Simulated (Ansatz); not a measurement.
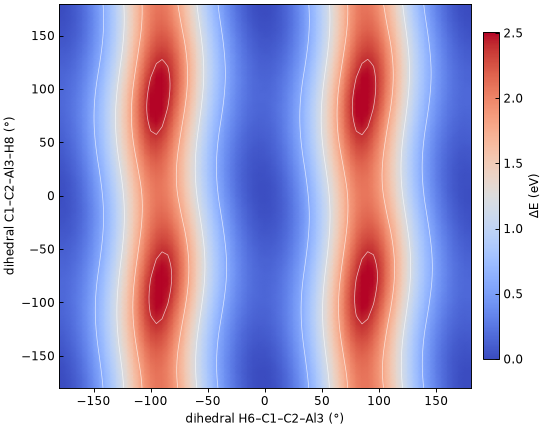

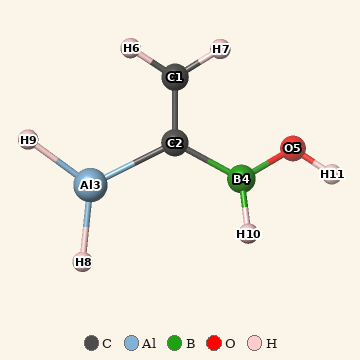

Energy landscape of C2H6AlBO, SMILES C=[C]([AlH2])BO. First axis: dihedral H6–C1–C2–Al3. Second axis: dihedral C1–C2–Al3–H8. Nothing is relaxed (all other coordinates rigid). Grid: 18 × 18 points. Points are written as (first, second). Energies: eV, counted from the lowest grid point. The dihedral twists a double bond; near 90° a spin-restricted reference is unreliable. Level of theory: RKS PBE0-D4/def2-SVP (Ansatz 0.2.0).

The picture shows a smooth colour map with a few white contour lines. Between grid points the surface is interpolated. The second picture is the structure at the lowest point.

> What does the map say about the system?

The lowest grid point is at (0°, −180°); the map holds 2 wells of about this depth. There are further wells near (0°, 0°) (0.015 eV above the lowest at that grid point); (−180°, 0°) (0.017 eV above the lowest at that grid point). The highest grid point, (80°, 80°), lies 2.50 eV above the lowest. On the interpolated surface the easiest way out of the lowest well to the well at (0°, 0°) passes a barrier of about 0.16 eV. Round the minimum the valley is somewhat tilted: raising dihedral H6–C1–C2–Al3 shifts the best value of dihedral C1–C2–Al3–H8 downwards (coupling k₁₂/√(k₁₁k₂₂) about 0.3).

The values on the grid:

```tsv
dihedral C1–C2–Al3–H8 ↓, dihedral H6–C1–C2–Al3 →	−160	−120	−80	−40	0	40	80	120	160
140	0.22	1.38	2.16	0.71	0.07	0.67	2.17	1.40	0.25
100	0.34	1.59	2.31	0.73	0.16	0.82	2.47	1.44	0.30
60	0.35	1.63	2.06	0.60	0.12	0.87	2.40	1.26	0.21
20	0.24	1.42	1.88	0.54	0.03	0.73	2.08	1.17	0.14
−20	0.18	1.31	2.02	0.65	0.04	0.63	2.04	1.32	0.20
−60	0.27	1.44	2.33	0.78	0.13	0.72	2.28	1.50	0.31
−100	0.34	1.59	2.26	0.70	0.15	0.83	2.45	1.40	0.28
−140	0.28	1.50	1.96	0.56	0.06	0.78	2.20	1.21	0.16
−180	0.18	1.33	1.91	0.57	0.00	0.65	2.01	1.22	0.14
```

The table holds every second grid line.

The whole map (324 points run) took 26 min on 1 thread of Arm Neoverse V2, on a shared host.
